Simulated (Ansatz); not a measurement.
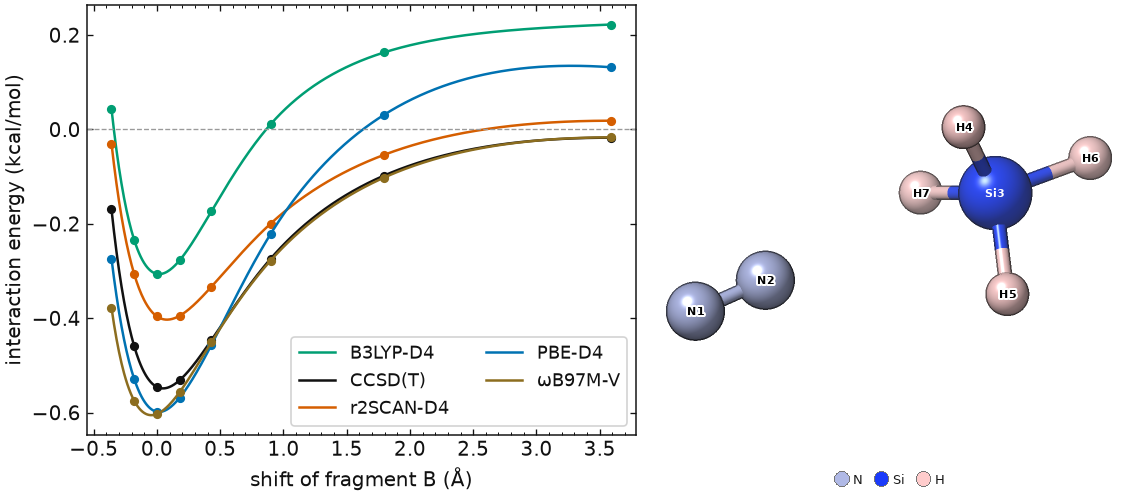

Interaction curve of the pair N₂ (A) and H₄Si (B), SMILES N#N.[SiH4], from the arrangement drawn (closest contact, H···H pairs aside, N2···H7 3.39 Å and its like; others can bind more strongly), without the energy that it costs to deform the partners. The Ansatz code, def2-TZVPPD, cores frozen in correlated methods. Fragment B of a pair is moved rigidly from the minimum (PBE0-D4/def2-TZVP) along the line between the fragments' mean atom positions; interaction energies with counterpoise. Splines pass through the computed points, which are marked.

**Where is the minimum of each curve?**

B3LYP-D4: near 0.02 Å, −0.31 kcal/mol; CCSD(T): near 0.05 Å, −0.55 kcal/mol; r2SCAN-D4: near 0.08 Å, −0.40 kcal/mol; PBE-D4: near 0.02 Å, −0.60 kcal/mol; ωB97M-V: near −0.04 Å, −0.61 kcal/mol (from the spline).

**Order the curves at −0.36 Å, where they differ most.**

ωB97M-V −0.38, PBE-D4 −0.27, CCSD(T) −0.17, r2SCAN-D4 −0.03, B3LYP-D4 0.04 kcal/mol, from lowest to highest.
